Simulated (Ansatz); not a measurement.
**Geometry relaxation, with input and output: BH3Cl2O**

System: BH3Cl2O.
Method: RKS B3LYP-D4/def2-SVP (Ansatz 0.2.0).

The input holds or restrains some coordinates. It belongs to a series of runs on one base structure; here: pulled along the bonds that form and break, towards end B. Figures and captions count atoms from 1; the log counts them from 0 in places.

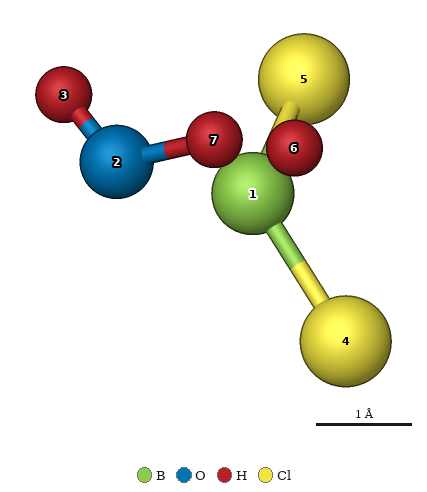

**Figure 1.** The starting structure (ball-and-stick view, seen at a tilt; atoms are numbered from 1 in the order of the input).

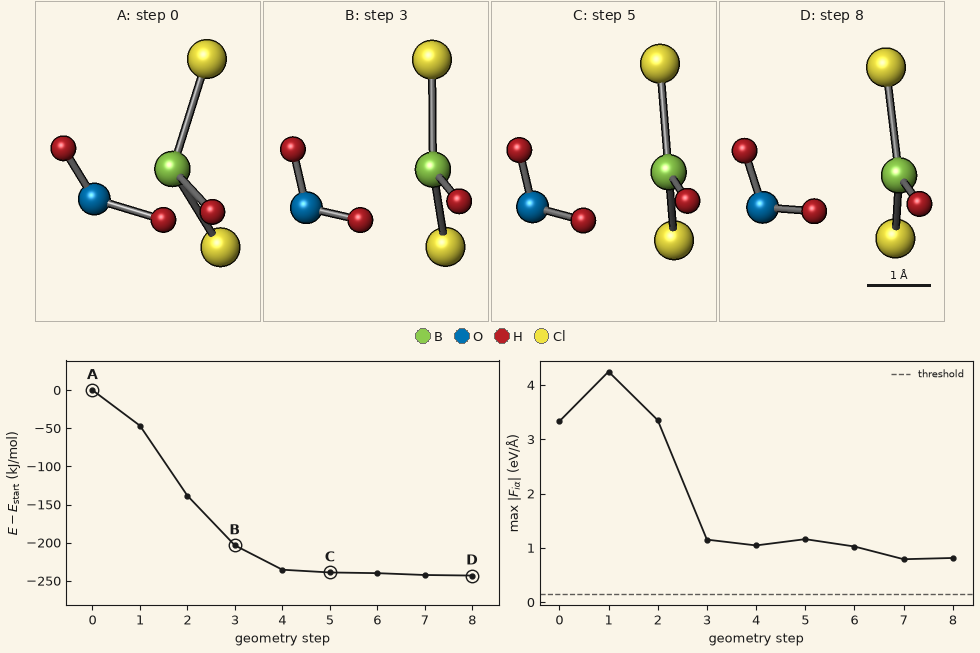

**Figure 2.** Frames of the restrained relaxation (ball-and-stick view, seen at a tilt) above the curves, on which the letters mark them (the first geometry is step 0 here and step 1 in the log).

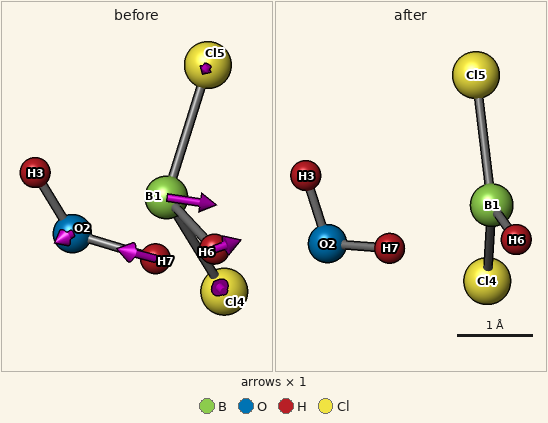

**Figure 3.** Before (left) and after (right) the restrained relaxation, at one scale (ball-and-stick view, seen at a tilt). The pink arrows give the displacements, at true length. The energy falls by 243.0 kJ/mol in 8 geometry steps. The largest force component goes from 3.3 to 0.82 eV/Å. B1 moves most after the best rigid fit: 0.69 Å. Largest moves by element: B 0.69 Å, H 0.62 Å, Cl 0.35 Å, O 0.33 Å. Distances before and after: B1–H6 1.490 → 1.194 Å, O2–H7 1.233 → 0.985 Å, B1–Cl4 1.860 → 1.744 Å, B1–Cl5 1.860 → 1.760 Å. Among the angles that change: Cl4–B1–H6 88.4° → 120.0°, H3–O2–H7 124.2° → 103.6°, Cl5–B1–H6 110.0° → 118.7°. (Atoms are counted from 1 in the order of the input.)

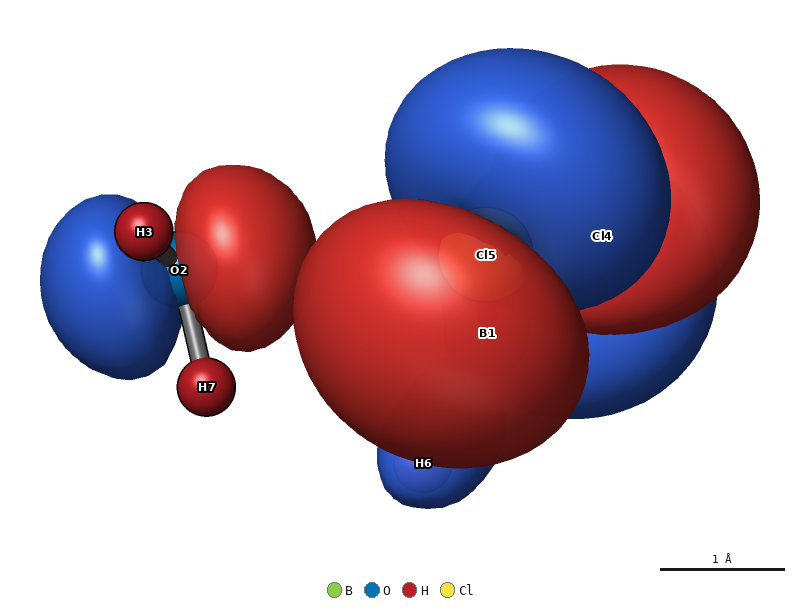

**Figure 4.** The HOMO−1 at ±0.08 Å⁻³ᐟ² (red and blue are the two phases), seen from the side. Its energy is −8.67 eV.

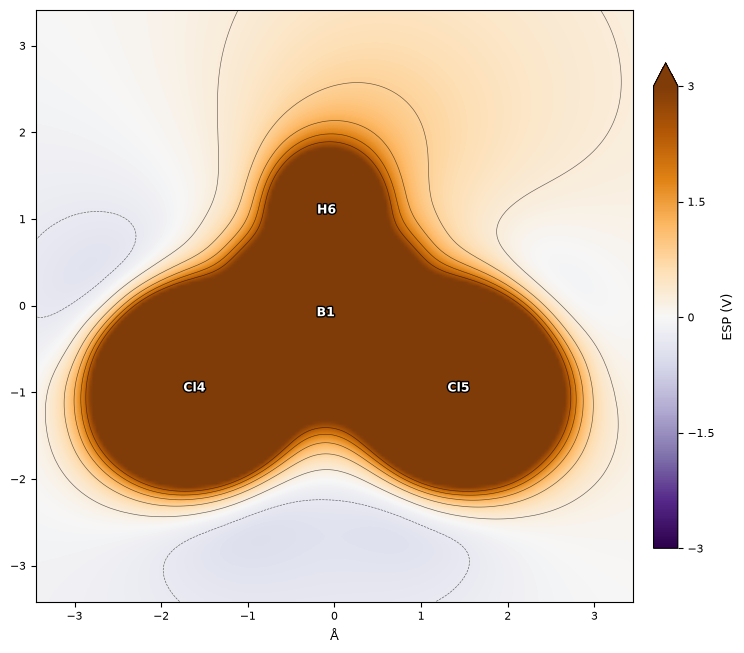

**Figure 5.** Electrostatic potential on the plane of atoms Cl4, B1 and Cl5. Atoms in the plane: B, Cl and H.

The input and output of the run follow.

**Input file**
```yaml
crystal:
  periodic: [false, false, false]
  atoms:
    - { symbol: B, position_ang: [0.0, 0.0, 0.0] }
    - { symbol: O, position_ang: [0.0, 0.0, 1.76] }
    - { symbol: H, position_ang: [-0.9095, -0.2814, 2.0971] }
    - { symbol: Cl, position_ang: [1.6108, 0.0, -0.93] }
    - { symbol: Cl, position_ang: [-1.6108, 0.0, -0.93] }
    - { symbol: H, position_ang: [0.3178, 1.3778, 0.4698] }
    - { symbol: H, position_ang: [0.2587, 1.1216, 1.3187] }
basis:
  gaussian: { orbitals: def2-SVP }
hamiltonian:
  xc: b3lyp
  dispersion: d4
relax:
  f_tol: 0.15
  max_steps: 25
  restrain:
    - { distance: [0, 5], at: 1.19, k: 30.0 }
    - { distance: [6, 1], at: 1.01, k: 30.0 }
    - { distance: [0, 1], at: 2.61, k: 30.0 }
    - { distance: [6, 5], at: 1.86, k: 30.0 }
output:
  orbitals: {}
```

Launch command:
```bash
ansatz run input.yaml --threads 1 --pin off --max-ram 2048MiB --backend cpu --events-out ev --progress --plain --runs-dir out
```

**Output**
```
The last accepted step is kept in [file] (removed where the run ends without a failure and the disk answers)
Engine: ansatz 0.2.0, aarch64-unknown-linux-gnu
Functional definition: B3LYP
  parameter a0 = 0.2
  parameter ax = 0.72
  parameter ac = 0.81
  exchange = (1 - a0 - ax)*slater_x + ax*b88_x + a0*exact_x
  correlation = (1 - ac)*vwn_rpa_c + ac*lyp_c
819 factors; integrals over basis functions are off by at most 3.1e-4 eV
mean field evaluation 1: about -27804.1783 eV, gradient 4.4e1 eV
mean field evaluation 2: about -27792.5574 eV, gradient 8.9e1 eV
mean field evaluation 4: about -27807.7891 eV, gradient 1.9e0 eV
mean field evaluation 8: about -27807.8349 eV, gradient 2.3e-1 eV
mean field evaluation 16: about -27807.8351 eV, gradient 1.8e-5 eV
mean field -27807.83508967 eV, -1021.9190907177 hartree, gradient 1.8e-5 eV, S^2 0.000000; 0 other end points of the search recorded, 0 dependent functions left out
the calculation of the forces begins
reference -27807.83530171 eV, -1021.9190985100 hartree; 25, 25 occupied and 54, 54 virtual orbitals, 819 factors
relax step   1: F+E_penalty+E_count = -27808.07179662 eV  Δ(F+E_penalty+E_count) = +0.000e0 eV  max|allowed force component| = 3.331e0 eV/Å  E_restraint = 27.08331678 eV  max|allowed force component, restraints' pulls added| = 3.262e1 eV/Å  Δτ_max = 0.0000 Å  (27 SCF iters, accepted)
  distance B 0 - H 5 = 1.4900 Å
  distance H 6 - O 1 = 1.2327 Å
  distance B 0 - O 1 = 1.7600 Å
  distance H 6 - H 5 = 0.8887 Å
these checks for a lower state are left out or cut short: starts, cluster_reference, orbital_swaps, neighbouring_geometries, increment
820 factors; integrals over basis functions are off by at most 1.1e-3 eV
mean field -27808.32005964 eV, -1021.9369130354 hartree, gradient 1.1e-5 eV, S^2 0.000000; 0 other end points of the search recorded, 0 dependent functions left out
the calculation of the forces begins
reference -27808.32026621 eV, -1021.9369206267 hartree; 25, 25 occupied and 54, 54 virtual orbitals, 820 factors
relax step   2: F+E_penalty+E_count = -27808.55434766 eV  Δ(F+E_penalty+E_count) = -4.826e-1 eV  max|allowed force component| = 4.246e0 eV/Å  E_restraint = 11.76036402 eV  max|allowed force component, restraints' pulls added| = 1.981e1 eV/Å  Δτ_max = 0.1950 Å  (35 SCF iters, accepted)
  distance B 0 - H 5 = 1.3798 Å
  distance H 6 - O 1 = 1.1543 Å
  distance B 0 - O 1 = 2.0095 Å
  distance H 6 - H 5 = 1.2545 Å
these checks for a lower state are left out or cut short: starts, cluster_reference, orbital_swaps, neighbouring_geometries, increment
820 factors; integrals over basis functions are off by at most 8.5e-4 eV
mean field evaluation 32: about -27809.2815 eV, gradient 8.7e-6 eV
mean field -27809.28145873 eV, -1021.9722438002 hartree, gradient 8.5e-6 eV, S^2 0.000000; 0 other end points of the search recorded, 0 dependent functions left out
the calculation of the forces begins
reference -27809.28166669 eV, -1021.9722514427 hartree; 25, 25 occupied and 54, 54 virtual orbitals, 820 factors
relax step   3: F+E_penalty+E_count = -27809.50570271 eV  Δ(F+E_penalty+E_count) = -9.514e-1 eV  max|allowed force component| = 3.353e0 eV/Å  E_restraint = 2.91008941 eV  max|allowed force component, restraints' pulls added| = 9.536e0 eV/Å  Δτ_max = 0.1948 Å  (35 SCF iters, accepted)
  distance B 0 - H 5 = 1.2477 Å
  distance H 6 - O 1 = 1.0273 Å
  distance B 0 - O 1 = 2.2825 Å
  distance H 6 - H 5 = 1.5717 Å
these checks for a lower state are left out or cut short: starts, cluster_reference, orbital_swaps, neighbouring_geometries, increment
819 factors; integrals over basis functions are off by at most 8.7e-4 eV
mean field -27809.96272500 eV, -1021.9972798742 hartree, gradient 1.1e-5 eV, S^2 0.000000; 0 other end points of the search recorded, 0 dependent functions left out
the calculation of the forces begins
reference -27809.96293372 eV, -1021.9972875442 hartree; 25, 25 occupied and 54, 54 virtual orbitals, 819 factors
relax step   4: F+E_penalty+E_count = -27810.18032780 eV  Δ(F+E_penalty+E_count) = -6.746e-1 eV  max|allowed force component| = 1.153e0 eV/Å  E_restraint = 0.15959129 eV  max|allowed force component, restraints' pulls added| = 2.550e0 eV/Å  Δτ_max = 0.1946 Å  (29 SCF iters, accepted)
  distance B 0 - H 5 = 1.1780 Å
  distance H 6 - O 1 = 0.9637 Å
  distance B 0 - O 1 = 2.5420 Å
  distance H 6 - H 5 = 1.7989 Å
these checks for a lower state are left out or cut short: starts, cluster_reference, orbital_swaps, neighbouring_geometries, increment
819 factors; integrals over basis functions are off by at most 8.6e-4 eV
mean field -27810.28935549 eV, -1022.0092833230 hartree, gradient 6.0e-6 eV, S^2 0.000000; 0 other end points of the search recorded, 0 dependent functions left out
the calculation of the forces begins
reference -27810.28956669 eV, -1022.0092910846 hartree; 25, 25 occupied and 54, 54 virtual orbitals, 819 factors
relax step   5: F+E_penalty+E_count = -27810.51125409 eV  Δ(F+E_penalty+E_count) = -3.309e-1 eV  max|allowed force component| = 1.046e0 eV/Å  E_restraint = 0.01662507 eV  max|allowed force component, restraints' pulls added| = 1.202e0 eV/Å  Δτ_max = 0.1947 Å  (35 SCF iters, accepted)
  distance B 0 - H 5 = 1.2147 Å
  distance H 6 - O 1 = 0.9895 Å
  distance B 0 - O 1 = 2.6164 Å
  distance H 6 - H 5 = 1.8660 Å
these checks for a lower state are left out or cut short: starts, cluster_reference, orbital_swaps, neighbouring_geometries, increment
819 factors; integrals over basis functions are off by at most 8.2e-4 eV
mean field -27810.33238543 eV, -1022.0108646444 hartree, gradient 2.1e-5 eV, S^2 0.000000; 0 other end points of the search recorded, 0 dependent functions left out
the calculation of the forces begins
reference -27810.33259812 eV, -1022.0108724606 hartree; 25, 25 occupied and 54, 54 virtual orbitals, 819 factors
relax step   6: F+E_penalty+E_count = -27810.54851642 eV  Δ(F+E_penalty+E_count) = -3.726e-2 eV  max|allowed force component| = 1.162e0 eV/Å  E_restraint = 0.01129454 eV  max|allowed force component, restraints' pulls added| = 5.487e-1 eV/Å  Δτ_max = 0.1433 Å  (29 SCF iters, accepted)
  distance B 0 - H 5 = 1.2031 Å
  distance H 6 - O 1 = 0.9922 Å
  distance B 0 - O 1 = 2.6194 Å
  distance H 6 - H 5 = 1.8733 Å
these checks for a lower state are left out or cut short: starts, cluster_reference, orbital_swaps, neighbouring_geometries, increment
819 factors; integrals over basis functions are off by at most 8.2e-4 eV
mean field -27810.33650507 eV, -1022.0110160382 hartree, gradient 1.5e-5 eV, S^2 0.000000; 0 other end points of the search recorded, 0 dependent functions left out
the calculation of the forces begins
reference -27810.33671378 eV, -1022.0110237082 hartree; 25, 25 occupied and 54, 54 virtual orbitals, 819 factors
relax step   7: F+E_penalty+E_count = -27810.55804581 eV  Δ(F+E_penalty+E_count) = -9.529e-3 eV  max|allowed force component| = 1.026e0 eV/Å  E_restraint = 0.00647193 eV  max|allowed force component, restraints' pulls added| = 6.842e-1 eV/Å  Δτ_max = 0.1662 Å  (28 SCF iters, accepted)
  distance B 0 - H 5 = 1.1877 Å
  distance H 6 - O 1 = 0.9924 Å
  distance B 0 - O 1 = 2.6060 Å
  distance H 6 - H 5 = 1.8701 Å
these checks for a lower state are left out or cut short: starts, cluster_reference, orbital_swaps, neighbouring_geometries, increment
819 factors; integrals over basis functions are off by at most 8.5e-4 eV
mean field evaluation 64: about -27810.3316 eV, gradient 2.6e-1 eV
mean field -27810.36158185 eV, -1022.0119375927 hartree, gradient 1.7e-5 eV, S^2 0.000000; 0 other end points of the search recorded, 0 dependent functions left out
the calculation of the forces begins
reference -27810.36179365 eV, -1022.0119453763 hartree; 25, 25 occupied and 54, 54 virtual orbitals, 819 factors
relax step   8: F+E_penalty+E_count = -27810.58297068 eV  Δ(F+E_penalty+E_count) = -2.492e-2 eV  max|allowed force component| = 7.923e-1 eV/Å  E_restraint = 0.01112154 eV  max|allowed force component, restraints' pulls added| = 2.058e-1 eV/Å  Δτ_max = 0.2000 Å  (27 SCF iters, accepted)
  distance B 0 - H 5 = 1.1965 Å
  distance H 6 - O 1 = 0.9857 Å
  distance B 0 - O 1 = 2.6046 Å
  distance H 6 - H 5 = 1.8691 Å
these checks for a lower state are left out or cut short: starts, cluster_reference, orbital_swaps, neighbouring_geometries, increment
819 factors; integrals over basis functions are off by at most 8.1e-4 eV
mean field -27810.36889961 eV, -1022.0122065157 hartree, gradient 6.1e-6 eV, S^2 0.000000; 0 other end points of the search recorded, 0 dependent functions left out
the calculation of the forces begins
reference -27810.36911006 eV, -1022.0122142495 hartree; 25, 25 occupied and 54, 54 virtual orbitals, 819 factors
relax step   9: F+E_penalty+E_count = -27810.59068588 eV  Δ(F+E_penalty+E_count) = -7.715e-3 eV  max|allowed force component| = 8.152e-1 eV/Å  E_restraint = 0.01067808 eV  max|allowed force component, restraints' pulls added| = 3.886e-2 eV/Å  Δτ_max = 0.1044 Å  (30 SCF iters, accepted)
  distance B 0 - H 5 = 1.1942 Å
  distance H 6 - O 1 = 0.9851 Å
  distance B 0 - O 1 = 2.6061 Å
  distance H 6 - H 5 = 1.8675 Å
819 factors; integrals over basis functions are off by at most 8.1e-4 eV
mean field -27810.36889961 eV, -1022.0122065157 hartree, gradient 6.1e-6 eV, S^2 0.000000; 1 other end points of the search recorded, 0 dependent functions left out
the calculation of the forces begins
reference -27810.36911006 eV, -1022.0122142495 hartree; 25, 25 occupied and 54, 54 virtual orbitals, 819 factors
Total energy: -27810.59089632 eV, -1022.0203647443 hartree
Atom 0 at     0.137519     0.491082    -0.465328 Å, force    -0.012925    -0.148225     0.089670 eV/Å
Atom 1 at     0.062908    -0.016787     2.089692 Å, force    -0.010856     0.748899    -0.320937 eV/Å
Atom 2 at    -0.859573    -0.304817     2.146957 Å, force    -0.021229     0.015068    -0.009122 eV/Å
Atom 3 at     1.565717    -0.322126    -1.049748 Å, force     0.003293     0.003721     0.004238 eV/Å
Atom 4 at    -1.468275    -0.105853    -0.867977 Å, force    -0.008002     0.003458    -0.010265 eV/Å
Atom 5 at     0.235713     1.542883     0.091706 Å, force     0.031253     0.192245    -0.172532 eV/Å
Atom 6 at    -0.007008     0.933619     1.840299 Å, force     0.018466    -0.815167     0.418948 eV/Å
Dipole moment:    -0.290159     0.227589     0.130905 e Å
```

**Trajectory as extended XYZ (Å, eV, eV/Å), 9 frames, from step=1 to step=9**
```
7
Properties=species:S:1:pos:R:3:forces:R:3 step=1 energy=-27808.07180
B     0.0000    0.0000    0.0000    0.7396   3.3306   1.0577
O     0.0000    0.0000    1.7600   -1.7407  -3.2748  -0.6891
H    -0.9095   -0.2814    2.0971    1.4692   0.4986  -0.3623
Cl    1.6108    0.0000   -0.9300   -1.2443  -1.3292   0.6544
Cl   -1.6108    0.0000   -0.9300    1.6094  -0.4945   1.2833
H     0.3178    1.3778    0.4698   -0.1403   1.4488  -1.9501
H     0.2587    1.1216    1.3187   -0.6929  -0.1795   0.0061
7
Properties=species:S:1:pos:R:3:forces:R:3 step=2 energy=-27808.55435
B     0.0174    0.0954   -0.1087    0.9616   4.2463   0.3750
O     0.0041   -0.0047    1.8983    0.7601   0.5266  -1.8020
H    -0.9138   -0.2843    2.1054    0.3189   0.9035   0.0126
Cl    1.6171   -0.0163   -0.9378   -0.3761  -1.6901  -0.0149
Cl   -1.6059   -0.0053   -0.9264    1.0623  -0.6694   0.8588
H     0.3138    1.3872    0.2751   -1.1260  -0.6782  -0.2318
H     0.2344    1.0461    1.4798   -1.6010  -2.6387   0.8024
7
Properties=species:S:1:pos:R:3:forces:R:3 step=3 energy=-27809.50570
B     0.0386    0.2104   -0.2531    0.5650   3.3529  -0.1417
O     0.0256    0.0130    2.0208    0.5565   0.4429  -0.9249
H    -0.9126   -0.2653    2.1071    0.5314   1.0510  -0.1347
Cl    1.6283   -0.0457   -0.9495    0.2411  -1.7724  -0.5134
Cl   -1.6016   -0.0182   -0.9222    0.6826  -0.7409   0.4098
H     0.2909    1.3692    0.1346   -1.2484  -0.3910   0.2854
H     0.1978    0.9546    1.6478   -1.3282  -1.9424   1.0195
7
Properties=species:S:1:pos:R:3:forces:R:3 step=4 energy=-27810.18033
B     0.0583    0.3390   -0.3978    0.3299   1.1504  -0.3871
O     0.0414   -0.0015    2.1212   -0.0038  -0.9132  -0.0381
H    -0.9058   -0.2386    2.1035    0.4251   0.6145  -0.0526
Cl    1.6439   -0.1227   -0.9757   -0.1895  -1.1531  -0.3627
Cl   -1.5889   -0.0572   -0.9187    0.6735  -0.4848   0.1614
H     0.2489    1.4053    0.0651   -0.7072   0.6155   0.5674
H     0.1692    0.8937    1.7879   -0.5280   0.1708   0.1115
7
Properties=species:S:1:pos:R:3:forces:R:3 step=5 energy=-27810.51125
B     0.0866    0.4982   -0.5064    0.5027  -0.1904   0.6458
O     0.0466   -0.0747    2.0462   -0.1551   0.7482  -0.2107
H    -0.9163   -0.2199    2.1282    0.4549   0.2459  -0.0724
Cl    1.6247   -0.2690   -0.9678   -0.8583   0.1603  -0.0967
Cl   -1.5287   -0.1500   -0.8575    0.6242   0.1689  -0.1301
H     0.2045    1.5449    0.0985   -0.2635  -0.0869  -0.5563
H     0.1495    0.8885    1.8444   -0.3048  -1.0460   0.4204
7
Properties=species:S:1:pos:R:3:forces:R:3 step=6 energy=-27810.54852
B     0.1005    0.4415   -0.4631    0.4207   0.1261  -0.2484
O     0.0423   -0.0488    2.1093   -0.2188   0.8770  -0.3398
H    -0.9216   -0.1931    2.1798    0.4222   0.1658  -0.0383
Cl    1.6014   -0.2470   -1.1074   -0.5487   0.0289   0.2473
Cl   -1.4871   -0.1390   -0.9730    0.2994   0.0017   0.1851
H     0.1997    1.4849    0.1277   -0.1487  -0.0378  -0.2004
H     0.1318    0.9195    1.9123   -0.2262  -1.1617   0.3946
7
Properties=species:S:1:pos:R:3:forces:R:3 step=7 energy=-27810.55805
B     0.1219    0.5103   -0.4474    0.2211  -0.6497  -0.4734
O     0.0425   -0.0746    2.0909   -0.0359   1.0081  -0.4991
H    -0.9035   -0.2527    2.2263    0.1685   0.0861  -0.0872
Cl    1.5861   -0.2894   -1.0288   -0.3883   0.1821   0.1981
Cl   -1.4694   -0.1235   -0.8770    0.1929   0.1247   0.0936
H     0.2239    1.5835    0.0513   -0.0540   0.2751   0.1085
H     0.0654    0.8643    1.7703   -0.1044  -1.0263   0.6595
7
Properties=species:S:1:pos:R:3:forces:R:3 step=8 energy=-27810.58297
B     0.1409    0.4940   -0.4817    0.0105   0.0058   0.2626
O     0.0853    0.0128    2.0775   -0.3372   0.7615  -0.2963
H    -0.8013   -0.3584    2.2098    0.0807  -0.0395  -0.0101
Cl    1.5555   -0.3489   -1.0390    0.1126  -0.0867  -0.0860
Cl   -1.4721   -0.0633   -0.8962   -0.0711  -0.0176  -0.0319
H     0.2681    1.5366    0.0914   -0.0171   0.1687  -0.2473
H    -0.1095    0.9452    1.8238    0.2216  -0.7923   0.4091
7
Properties=species:S:1:pos:R:3:forces:R:3 step=9 energy=-27810.59069
B     0.1375    0.4911   -0.4653   -0.0129  -0.1482   0.0897
O     0.0629   -0.0168    2.0897   -0.0109   0.7489  -0.3209
H    -0.8596   -0.3048    2.1470   -0.0212   0.0151  -0.0091
Cl    1.5657   -0.3221   -1.0497    0.0033   0.0037   0.0042
Cl   -1.4683   -0.1059   -0.8680   -0.0080   0.0035  -0.0103
H     0.2357    1.5429    0.0917    0.0313   0.1922  -0.1725
H    -0.0070    0.9336    1.8403    0.0185  -0.8152   0.4189
```

**Summary**

- outcome: converged under the restraints of the input
- total energy: −27810.5909 eV
- mean-field energy: −27810.3691 eV
- largest force (length of the vector) at the end, held atoms and coordinates included: 0.917 eV/Å
- hardware: 1 thread of Arm Neoverse V1, 24 GiB of memory available, shared host
- wall time: 29 s
- peak memory: 0.15 GiB
